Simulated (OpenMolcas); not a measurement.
## N2: excited-state calculation (part 1 of 2)

N2, SMILES N#N, computed with FCI/STO-3G, RHF (OpenMolcas 26.06).

The geometry comes from this level: PBE0-D4/def2-TZVP.

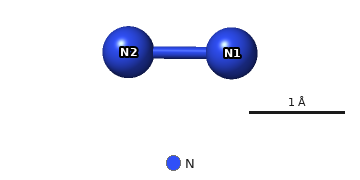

**Figure 1.** The structure as given in the input (ball-and-stick view, seen on its broad side; atoms are numbered from 1 in the order of the input). Bond lengths as drawn: N–N 1.09 Å.

Results in brief

```json
{"quantity": "outcome", "value": "converged"}
{"quantity": "total energy", "value": "−107.647603 hartree"}
{"quantity": "basis functions", "value": "10"}
{"quantity": "lowest singlet excitation", "value": "9.60 eV"}
{"quantity": "hardware", "value": "1 thread of Arm Neoverse V2, 24 GiB of memory available, shared host"}
{"quantity": "wall time", "value": "2.9 s"}
{"quantity": "peak memory", "value": "0.37 GiB"}
```

The input
```
&GATEWAY
BASLIB = $CurrDir
BASISSET
N.STO-3G....
N1 0.465500 -0.150300 0.239800 angstrom
N2 -0.465500 0.150300 -0.239800 angstrom
End of Basis
&SEWARD
&RASSCF
FILEORB = $CurrDir/step1.ScfOrb
SPIN = 1
NACTEL = 10 0 0
INACTIVE = 2
RAS2 = 8
CIROOT = 4 4 1
ORBLISTING = Nothing
CIONLY
&RASSI
NROFJOBIPHS = 1 all
```

Launched with:
```bash
export MOLCAS_MEM=1860
pymolcas step3.input > step3.log
```

What the program printed
```
--- Start Module: gateway ---

                                              &GATEWAY

                       available to each process: 1.9 GB of memory, 1 thread

 Basis Set     1 Label: N.STO-3G....
 Basis set is read from library:.
 basistype.tbl is not found

++    Symmetry information:
      ---------------------

                    Character Table for C1

                             E
                    a        1  x, y, xy, Rz, z, xz, Ry, yz, Rx, I
--

++    Basis set information:
      ----------------------

      Basis set label: N.STO-3G.........

      Electronic valence basis set:
      ------------------
      Associated Effective Charge   7.000000 au
      Associated Actual Charge      7.000000 au
      Nuclear Model: Point charge

      Shell  nPrim  nBasis  Cartesian Spherical Contaminant
         s       6       2        X
         p       3       1        X
--

++    Molecular structure info:
      -------------------------

                    ************************************************
                    **** Cartesian Coordinates / bohr, angstrom ****
                    ************************************************

     Center  Label                x              y              z                     x              y              z
        1      N1               0.879668      -0.284026       0.453156              0.465500      -0.150300       0.239800
        2      N2              -0.879668       0.284026      -0.453156             -0.465500       0.150300      -0.239800
--

            Nuclear Potential Energy             23.79834176 au

--- Stop Module: gateway /rc=_RC_ALL_IS_WELL_ ---

--- Start Module: seward ---

                                              &SEWARD

                       available to each process: 1.9 GB of memory, 1 thread

               SEWARD will generate:
                  Multipole Moment integrals up to order  2
                  Kinetic Energy integrals
                  Nuclear Attraction integrals (point charge)
                  One-Electron Hamiltonian integrals
                  Velocity integrals
                  Orbital angular momentum around (  0.0000   0.0000   0.0000 )
                  Velocity quadrupole around (  0.0000   0.0000   0.0000 )
                  Two-Electron Repulsion integrals

                   Integrals are discarded if absolute value <: 1.00E-14
                   Integral cutoff threshold is set to       <: 1.00E-16

            Nuclear Potential Energy             23.79834176 au

      Basis set specifications :
      Symmetry species         a
      Basis functions           10

--- Stop Module: seward /rc=_RC_ALL_IS_WELL_ ---

--- Start Module: rasscf ---

                                              &RASSCF

                       available to each process: 1.9 GB of memory, 1 thread

      Header of the ONEINT file:
      --------------------------

      OrdInt status: non-squared

      Cartesian coordinates in angstrom:
      -----------------------------------------------------
      No.  Label        X            Y            Z
      -----------------------------------------------------
       1   N1         0.46550000  -0.15030000   0.23980000
       2   N2        -0.46550000   0.15030000  -0.23980000
      -----------------------------------------------------
      Nuclear repulsion energy =   23.79834176

++    Wave function specifications:
      -----------------------------

      Number of closed shell electrons           4
      Number of electrons in active shells      10
      Max number of holes in RAS1 space          0
      Max nr of electrons in RAS3 space          0
      Number of inactive orbitals                2
      Number of active orbitals                  8
      Number of secondary orbitals               0
      Spin quantum number                      0.0
      State symmetry                             1
--

++    Orbital specifications:
      -----------------------

      Symmetry species                           1
                                                 a
      Frozen orbitals                            0
      Inactive orbitals                          2
      Active orbitals                            8
      RAS1 orbitals                              0
      RAS2 orbitals                              8
      RAS3 orbitals                              0
      Secondary orbitals                         0
      Deleted orbitals                           0
      Number of basis functions                 10
--

++    CI expansion specifications:
      ----------------------------

      Number of CSFs                          1176
      Number of spin combinations             1596
      Number of determinants                  3136
      Number of root(s) required                 4
      Root chosen for geometry opt.              4
      CI roots used                              1     2     3     4
      weights                                0.250 0.250 0.250 0.250
      highest root included in the CI            4
      max. size of the explicit Hamiltonian    200
--

++    Optimization specifications:
      ----------------------------

      RASSCF algorithm: Conventional
      Maximum number of macro iterations       200
      Maximum number of SX iterations          100
      Threshold for RASSCF energy            1.000E-08
      Threshold for max MO rotation          1.000E-01
      Threshold for max BLB element          1.000E-04
      Level shift parameter                  5.000E-01
      Make Quasi-Newton update
--

      The MO-coefficients are taken from the file:
      step1.ScfOrb
      Title: SCF orbitals

      Total molecular charge    0.00

      ************************************************************************************************************************
      *                                            Wave function control section                                             *
      ************************************************************************************************************************

                                         CASCI only, no orbital optimization will be done.
                                         -------------------------------------------------

          iter iter root      energy       change     param      element    value   shift minimum  type update hh:mm:ss
 Nr of preliminary CI iterations:   8
        1   1    0    0  -107.36121674    0.00E+00   0.00E+00    1   7 1 -5.80E-03*  0.00   0.00    SX    NO    0:00:00

      ************************************************************************************************************************
                                                      Wave function printout:
                       occupation of active orbitals, and spin coupling of open shells (u,d: Spin up or down)
      ************************************************************************************************************************

      Note: transformation to natural orbitals
      has been made, which may change the order of the CSFs.

      printout of CI-coefficients larger than  0.05 for root  1
      energy=    -107.647603
      conf/sym  11111111     Coeff  Weight
             1  22222000   0.95879 0.91928
            91  22202200  -0.05377 0.00289
            92  22202ud0   0.07875 0.00620
            94  22202020  -0.08770 0.00769
           111  22ud2200   0.07875 0.00620
           114  22ud2020  -0.07875 0.00620
           171  22022200  -0.08770 0.00769
           172  22022ud0  -0.07875 0.00620
           174  22022020  -0.05377 0.00289
           231  20222200  -0.05475 0.00300
           234  20222020  -0.05475 0.00300
           291  22uu2dd0   0.08483 0.00720

      printout of CI-coefficients larger than  0.05 for root  2
      energy=    -107.294789
      conf/sym  11111111     Coeff  Weight
             2  2222ud00   0.72801 0.53000
             4  2222u0d0  -0.60497 0.36599
            60  2u22du0d  -0.05095 0.00260
           115  22udud20  -0.08204 0.00673
           131  2u2d2200  -0.08112 0.00658
           132  2u2d2ud0   0.12742 0.01624
           134  2u2d2020  -0.09118 0.00831
           173  2202u2d0  -0.10612 0.01126
           175  2202ud20  -0.08226 0.00677
           191  2ud22200   0.11117 0.01236
           194  2ud22020  -0.06903 0.00476

      printout of CI-coefficients larger than  0.05 for root  3
      energy=    -107.294789
      conf/sym  11111111     Coeff  Weight
             2  2222ud00   0.60497 0.36599
             4  2222u0d0   0.72801 0.53000
            63  2u22d0ud  -0.05095 0.00260
            93  2220u2d0   0.08226 0.00677
            95  2220ud20  -0.10612 0.01126
           113  22udu2d0  -0.08204 0.00673
           131  2u2d2200  -0.06903 0.00476
           134  2u2d2020   0.11117 0.01236
           191  2ud22200   0.09118 0.00831
           192  2ud22ud0   0.12742 0.01624
           194  2ud22020   0.08112 0.00658

      printout of CI-coefficients larger than  0.05 for root  4
      energy=    -107.207685
      conf/sym  11111111     Coeff  Weight
            11  222u2d00   0.55959 0.31314
            13  222u20d0   0.41451 0.17182
            31  22u22d00   0.41451 0.17182
            33  22u220d0  -0.55959 0.31314
           122  22uduudd  -0.05142 0.00264
           381  22u022d0   0.05503 0.00303
           442  220u2d20  -0.05503 0.00303

      Natural orbitals and occupation numbers for root  1
      sym 1:   1.994879   1.986570   1.933741   1.933741   1.982697   0.074798   0.074798   0.018775

      Natural orbitals and occupation numbers for root  2
      sym 1:   1.993604   1.929712   1.920588   1.950573   1.051903   1.048062   0.087249   0.018309

      Natural orbitals and occupation numbers for root  3
      sym 1:   1.993604   1.929712   1.950573   1.920588   1.051903   0.087249   1.048062   0.018309

      Natural orbitals and occupation numbers for root  4
      sym 1:   1.996968   1.990983   1.485491   1.485491   1.983702   0.520530   0.520530   0.016304

      ************************************************************************************************************************
      *                                                    Final results                                                     *
      ************************************************************************************************************************

++    Final optimization conditions:
      ------------------------------

      Average CI energy                            -107.36121674
      RASSCF energy for state  4                   -107.20768471
      Super-CI energy                                 0.00000000
      RASSCF energy change                            0.00000000
      Max change in MO coefficients               0.000E+00
      Max non-diagonal density matrix element     0.000E+00
      Maximum BLB matrix element                 -5.803E-03
      (orbital pair   1,   7 in symmetry   1)
      Norm of electronic gradient            1.707E-02
--

      Final state energy(ies):
      ------------------------

::    RASSCF root number  1 Total energy:   -107.64760348
::    RASSCF root number  2 Total energy:   -107.29478939
::    RASSCF root number  3 Total energy:   -107.29478939
::    RASSCF root number  4 Total energy:   -107.20768471
      Von Neumann Entropy (Root   1) =  0.53759

      Mulliken population analysis for root number:  1
      -----------------------------------------------
```
